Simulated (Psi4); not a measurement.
# One shape, several levels: NO2F (nitryl fluoride)

Wanted: a comparison of 3 runs (HF/def2-SVP, BLYP/pcseg-2, MP2/cc-pVDZ) of NO2F (nitryl fluoride). 

Program for the calculation: Psi4 1.11.

3 further runs of the same task are left out: 3 set aside as unsound or not needed.

### Step 1. The system as given

NO2F has 4 atoms, charge 0, and is taken as a singlet. As SMILES, `O=[N+]([O-])F`. The shape is that of a GFN2-xTB optimisation.

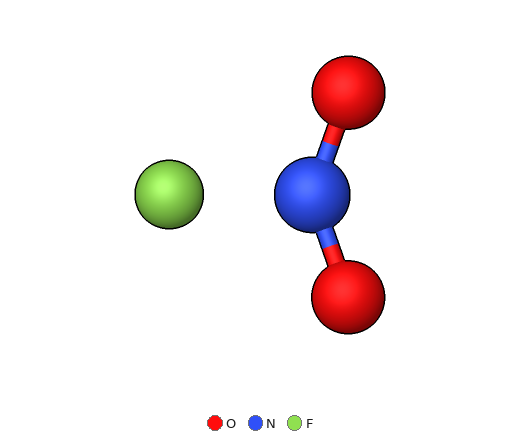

Viewed from a chosen angle; oxygen red, nitrogen blue, fluorine green.

### Step 2. A single-point energy at HF/def2-SVP (run 1)

calc.inp

```
memory 1.6 GB

molecule system {
  0 1
  O      0.188740     0.465950     1.115660
  N      0.109710    -0.098240     0.122020
  O      0.475520    -1.064170    -0.373030
  F     -0.773970     0.696460    -0.864650
  units angstrom
  symmetry c1
}

set {
  puream true
  e_convergence 1e-09
  d_convergence 1e-08
  scf_type pk
}

E, wfn = energy('scf/def2-SVP', return_wfn=True)
oeprop(wfn, 'QUADRUPOLE', 'LOWDIN_CHARGES', 'MULLIKEN_CHARGES', title='SCF')
print_variables()
```

The run is started by

```
$ psi4 -n 1 calc.inp calc.out
```

calc.out:

```text
[...]
  Running in c1 symmetry.
[...]
  Nuclear repulsion =  123.467880182532227
[...]
  Multiplicity = 1
[...]
  Nalpha       = 16
  Nbeta        = 16
[...]
    Number of basis functions: 56
[...]
   @RHF iter   1:  -302.93778903060763   -2.10604e-01   1.36219e-02 ADIIS/DIIS
[...]
   @RHF iter  13:  -303.15252502795335   -1.76215e-12   4.99770e-09 DIIS
[...]
    Orbital Energies [Eh]
    ---------------------
    Doubly Occupied:
       1A    -26.325275     2A    -20.703407     3A    -20.703349
       4A    -15.997737     5A     -1.763918     6A     -1.567213
       7A     -1.552446     8A     -0.949324     9A     -0.876001
      10A     -0.862690    11A     -0.836141    12A     -0.686767
      13A     -0.661410    14A     -0.583275    15A     -0.572519
      16A     -0.561632
[...]
  @RHF Final Energy:  -303.15252502795335
   => Energetics <=
    Nuclear Repulsion Energy =            123.4678801825322267
    One-Electron Energy =                -662.8346067850148984
    Two-Electron Energy =                 236.2142015745293406
    Total Energy =                       -303.1525250279533452
[...]
 Multipole Moments:
 ------------------------------------------------------------------------------------
     Multipole            Electronic (a.u.)      Nuclear  (a.u.)        Total (a.u.)
 ------------------------------------------------------------------------------------
 L = 1.  Multiply by 2.5417464519 to convert [e a0] to [Debye]
 Dipole X            :         -0.4535864            0.6963496            0.2427631
 Dipole Y            :          0.4090160           -0.6266305           -0.2176146
 Dipole Z            :         -0.5076604            0.7779552            0.2702948
 Magnitude           :                                                    0.4234965
 L = 2.  Multiply by 1.3450342976 to convert [e a0^2] to [Debye ang]
 Quadrupole XX       :        -42.0740035           26.9590290          -15.1149744
 Quadrupole XY       :         30.5541396          -29.4734131            1.0807265
[...]
  Mulliken Charges: (a.u.)
   Center  Symbol    Alpha    Beta     Spin     Total
       1     O     4.10022  4.10022  0.00000 -0.20045
       2     N     3.13460  3.13460  0.00000  0.73080
       3     O     4.10025  4.10025  0.00000 -0.20049
       4     F     4.66493  4.66493  0.00000 -0.32987
   Total alpha = 16.00000, Total beta = 16.00000, Total charge = -0.00000
  Lowdin Charges: (a.u.)
   Center  Symbol    Alpha    Beta     Spin     Total
       1     O     4.05563  4.05563  0.00000 -0.11126
       2     N     3.25232  3.25232  0.00000  0.49535
[...]
```

Run time: 1 s. Hardware: 1 thread of AMD EPYC 9R45 (Zen 5), shared host; peak memory 0.26 GiB.

### Step 3. A single-point energy at BLYP/pcseg-2 (run 2)

job.json

```json
{
  "schema_name": "qcschema_input",
  "schema_version": 1,
  "molecule": {
    "schema_name": "qcschema_molecule",
    "schema_version": 2,
    "symbols": ["O", "N", "O", "F"],
    "geometry": [0.35666691, 0.88051789, 2.10829185, 0.20732185, -0.18564669, 0.23058438, 0.89860257, -2.01098985, -0.70492454, -1.46259133, 1.31611866, -1.63395169],
    "molecular_charge": 0,
    "molecular_multiplicity": 1,
    "fix_symmetry": "c1",
    "fix_com": true,
    "fix_orientation": true
  },
  "driver": "energy",
  "model": {
    "method": "blyp",
    "basis": "pcseg-2"
  },
  "keywords": {
    "puream": true,
    "e_convergence": 1e-09,
    "d_convergence": 1e-08,
    "scf_type": "pk",
    "dft_radial_points": 99,
    "dft_spherical_points": 590
  }
}
```

The run is started by

```
$ psi4 --qcschema job.json -n 1 --memory 1600MB
```

stdout:

```text
[...]
  Running in c1 symmetry.
[...]
  Nuclear repulsion =  123.467880134202574
[...]
  Multiplicity = 1
[...]
  Nalpha       = 16
  Nbeta        = 16
[...]
    Number of basis functions: 120
[...]
   @RKS iter   1:  -304.85779893111845    1.21933e-01   6.09231e-03 ADIIS/DIIS
[...]
   @RKS iter  12:  -305.01941606970149   -1.08002e-12   1.41640e-09 DIIS
[...]
    Orbital Energies [Eh]
    ---------------------
    Doubly Occupied:
       1A    -24.291429     2A    -18.901133     3A    -18.901118
       4A    -14.339581     5A     -1.267937     6A     -1.118358
       7A     -1.063967     8A     -0.633180     9A     -0.586356
      10A     -0.574473    11A     -0.541942    12A     -0.381951
      13A     -0.369095    14A     -0.357475    15A     -0.354371
      16A     -0.316640
[...]
  @RKS Final Energy:  -305.01941606970149
   => Energetics <=
    Nuclear Repulsion Energy =            123.4678801342025736
    One-Electron Energy =                -664.2318632804353911
    Two-Electron Energy =                 270.1877105922426381
    DFT Exchange-Correlation Energy =     -34.4431435157113057
    Empirical Dispersion Energy =           0.0000000000000000
    VV10 Nonlocal Energy =                  0.0000000000000000
    Total Energy =                       -305.0194160697014922
[...]
 Multipole Moments:
 ------------------------------------------------------------------------------------
     Multipole            Electronic (a.u.)      Nuclear  (a.u.)        Total (a.u.)
 ------------------------------------------------------------------------------------
 L = 1.  Multiply by 2.5417464519 to convert [e a0] to [Debye]
 Dipole X            :          1.9610755           -1.6699132            0.2911624
 Dipole Y            :         -1.7633679            1.5017654           -0.2616025
 Dipole Z            :          2.1893393           -1.8645361            0.3248033
 Magnitude           :                                                    0.5086340
[...]
```

The result, in JSON:

```text
{
 "driver": "energy",
 "model": {
  "method": "blyp",
  "basis": "pcseg-2"
 },
 "success": true,
 "return_result": -305.0194160697015,
 "properties": {
  "calcinfo_nbasis": 120,
  "calcinfo_nmo": 120,
  "calcinfo_nalpha": 16,
  "calcinfo_nbeta": 16,
  "calcinfo_natom": 4,
  "nuclear_repulsion_energy": 123.46788013420257,
  "return_energy": -305.0194160697015,
  "scf_one_electron_energy": -664.2318632804354,
  "scf_two_electron_energy": 270.18771059224264,
  "scf_xc_energy": -34.443143515711306,
  "scf_dipole_moment": [0.2911623627094151, -0.26160248691498844, 0.32480327278764465],
  "scf_total_energy": -305.0194160697015,
  "scf_iterations": 12
 }
}
```

Run time: 9.9 s. Hardware: 1 thread of AMD EPYC 9R45 (Zen 5), shared host; peak memory 0.74 GiB.

### Step 4. The energy at MP2/cc-pVDZ (run 3)

job.dat

```
memory 1600 MB

molecule {
  0 1
  O      0.188740     0.465950     1.115660
  N      0.109710    -0.098240     0.122020
  O      0.475520    -1.064170    -0.373030
  F     -0.773970     0.696460    -0.864650
  symmetry c1
}

set basis cc-pVDZ
set puream true
set e_convergence 1e-09
set d_convergence 1e-08
set scf_type pk
set num_frozen_docc 4
set mp2_type conv

energy("mp2")
```

The run is started by

```
$ psi4 job.dat job.out -n 1
```

job.out:

```text
[...]
  Running in c1 symmetry.
[...]
  Nuclear repulsion =  123.467880182532227
[...]
  Multiplicity = 1
[...]
  Nalpha       = 16
  Nbeta        = 16
[...]
    Number of basis functions: 56
[...]
   @RHF iter   1:  -303.21384252693457   -2.64634e-01   1.35478e-02 DIIS/ADIIS
[...]
   @RHF iter  13:  -303.42483728383058   -2.16005e-12   4.93963e-09 DIIS
[...]
    Orbital Energies [Eh]
    ---------------------
    Doubly Occupied:
       1A    -26.330886     2A    -20.707034     3A    -20.706967
       4A    -15.996034     5A     -1.775959     6A     -1.576347
       7A     -1.576019     8A     -0.959229     9A     -0.872006
      10A     -0.853865    11A     -0.834099    12A     -0.678426
      13A     -0.652699    14A     -0.575471    15A     -0.563904
      16A     -0.555783
[...]
  @RHF Final Energy:  -303.42483728383058
   => Energetics <=
    Nuclear Repulsion Energy =            123.4678801825322267
    One-Electron Energy =                -663.3559772508983770
    Two-Electron Energy =                 236.4632597845355804
    Total Energy =                       -303.4248372838305841
[...]
 Multipole Moments:
 ------------------------------------------------------------------------------------
     Multipole            Electronic (a.u.)      Nuclear  (a.u.)        Total (a.u.)
 ------------------------------------------------------------------------------------
 L = 1.  Multiply by 2.5417464519 to convert [e a0] to [Debye]
 Dipole X            :         -0.4406796            0.6963496            0.2556700
 Dipole Y            :          0.3973360           -0.6266305           -0.2292946
 Dipole Z            :         -0.4931711            0.7779552            0.2847841
 Magnitude           :                                                    0.4461447
[...]
	SCS-MP2 Total Energy (a.u.)        :  -304.14963615857022
	SOS-MP2 Total Energy (a.u.)        :  -304.07844712530533
	SCSN-MP2 Total Energy (a.u.)       :  -303.80071537946890
[...]
	SOS-PI-MP2 Total Energy (a.u.)     :  -304.18738209888443
[...]
	MP2 Total Energy (a.u.)            :  -304.18307925152072
[...]
```

Run time: 1.8 s. Hardware: 1 thread of AMD EPYC 9R45 (Zen 5), shared host; peak memory 0.26 GiB.

### Step 5. Overview of the runs

```tsv
run	level	integration grid	frozen core orbitals	energy (Eh)	dipole moment (D)	HOMO energy (eV)	LUMO energy (eV)	wall time
1	HF/def2-SVP	–	0	-303.152525	1.08	-15.28	1.95	1 s
2	BLYP/pcseg-2	99 radial × 590 angular	0	-305.019416	1.29	-8.62	-3.57	9.9 s
3	MP2/cc-pVDZ	–	4	-304.183079	–	-15.12	2.19	1.8 s
```

### Step 6. Outcome

| quantity | value |
| --- | --- |
| run 3: total energy | -304.18308 Eh |
| run 3: HOMO energy (Hartree–Fock orbitals) | -15.12 eV |
| run 3: LUMO energy (Hartree–Fock orbitals) | 2.19 eV |
| run 3: HOMO–LUMO gap (Hartree–Fock orbitals) | 17.31 eV |
| run 3: correlation energy (4 core orbitals frozen) | -758.2 mEh |

All runs together took 13 s, the longest 9.9 s.
